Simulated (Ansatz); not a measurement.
H₄OSi···CH₄

Input file:

```
crystal:
  periodic: [false, false, false]
  atoms:
    - {symbol: Si, position_ang: [-0.814098, 1.062440, -0.645192]}
    - {symbol: C, position_ang: [1.335204, -1.552520, 0.917757]}
    - {symbol: H, position_ang: [-0.954790, 1.151731, 0.834179]}
    - {symbol: H, position_ang: [0.604971, 1.231829, -1.030092]}
    - {symbol: O, position_ang: [-1.633390, 2.274179, -1.405627]}
    - {symbol: H, position_ang: [0.293609, -1.856040, 0.813008]}
    - {symbol: H, position_ang: [-1.300660, -0.278156, -1.072308]}
    - {symbol: H, position_ang: [1.388546, -0.606869, 1.456928]}
    - {symbol: H, position_ang: [1.782042, -1.435559, -0.069177]}
    - {symbol: H, position_ang: [1.878861, -2.315962, 1.473531]}
    - {symbol: H, position_ang: [-2.580297, 2.324927, -1.272708]}
basis:
  gaussian: {orbitals: def2-TZVPP}
hamiltonian: {xc: pbe0, dispersion: d4}
output: {orbitals: {seedname: orbitals}}
```

Launched as:

```sh
ansatz run in.yaml --threads 4 --pin off --events-out ev --progress --plain --max-ram 9574MiB
```

The product side of a reaction path; geometry: PBE0-D4/def2-TZVP.

All numbers below come from RKS PBE0-D4/def2-TZVPP in Ansatz 0.2.0.

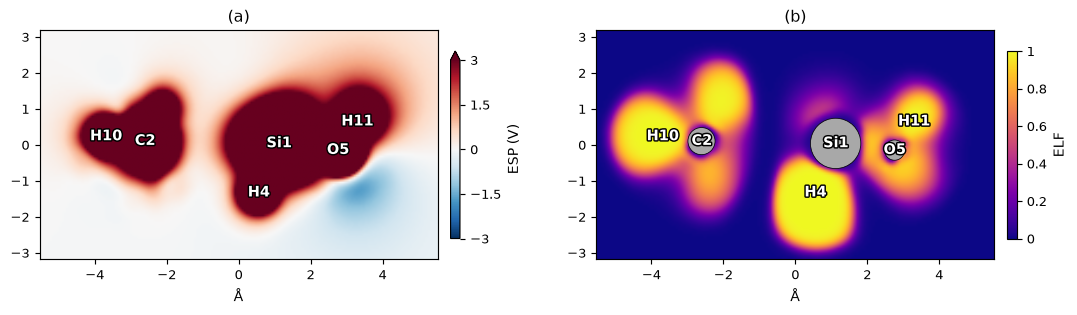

Figure 1. (a) electrostatic potential; (b) ELF on the plane of atoms H4, Si1 and O5. Grey discs cover the atomic cores in the ELF map.

> Interpret the plot.

- The section cuts through Si, C, H and O sites.
- C2···Si1 (3.73 Å): the ELF dips to about 0 between them; a non-bonded, intermolecular contact.
- Si–O (1.65 Å): the ELF peaks at about 0.85 between the atoms: a polar covalent bond.
- O–H (0.96 Å): the ELF climbs to about 1 towards the hydrogen, as it does in any bond to H; a covalent bond by its length.
- C–H (1.09 Å): the ELF climbs to about 1 towards the hydrogen: a covalent bond by its length.
- Si–H (1.48 Å): the ELF climbs to about 1 towards the hydrogen.
- The ELF also peaks beside O5, away from the bonds: lone-pair regions.
- Outside the dense part of the complex the potential is most negative (−1.7 V) near O5.

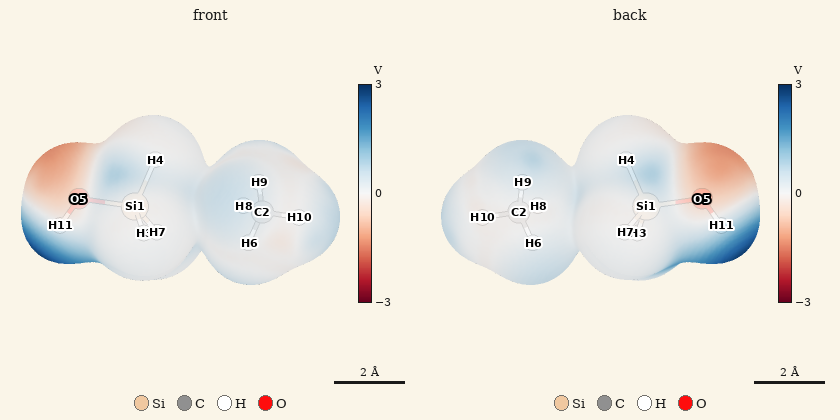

Figure 2. The electrostatic potential painted on the density surface at 0.002 e/bohr³, seen from the front and from behind; red is negative and blue positive.

> Which sites attract a positive test charge, and which a negative one?

A positive charge is drawn to the negative regions and a negative charge to the positive ones. The most negative region (about −1.3 V, or −30 kcal/mol for a unit charge) lies over O5, the most positive (about +2.7 V, or +62 kcal/mol for a unit charge) over H11. O5 is the likeliest acceptor of a hydrogen bond.
